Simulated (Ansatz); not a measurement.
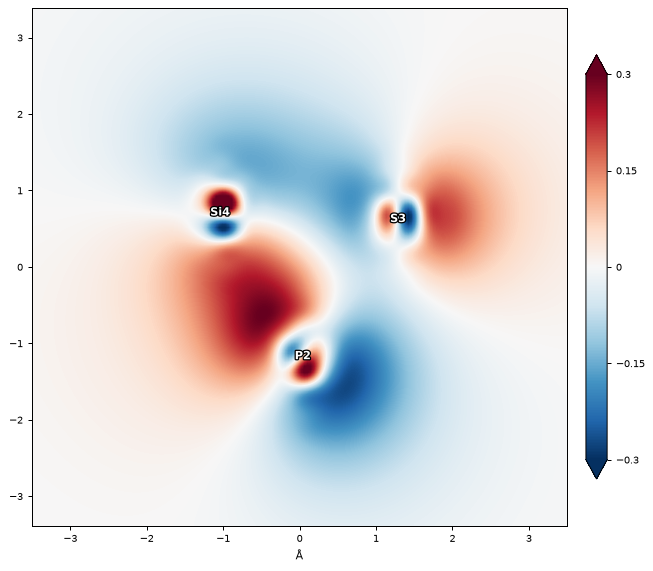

Figure 1: OPSSi (SMILES o1[si-]2sp12) (charge −1). The HOMO on the plane of atoms P2, Si4 and S3 (values in Å⁻³ᐟ²; the overall sign is arbitrary).

Geometry: PBE0-D3(BJ)/def2-SVPD.

Level of theory: isolated molecule in a Gaussian basis; Kohn-Sham density functional theory, functional PBE0 in Ansatz.

**What is the character of this orbital?**

It lies mainly on P2 (about 35 %), S3 (about 30 %), Si4 (about 25 %) and O1 (about 15 %); π-antibonding (π*) across P2–S3. Its energy is −0.83 eV.
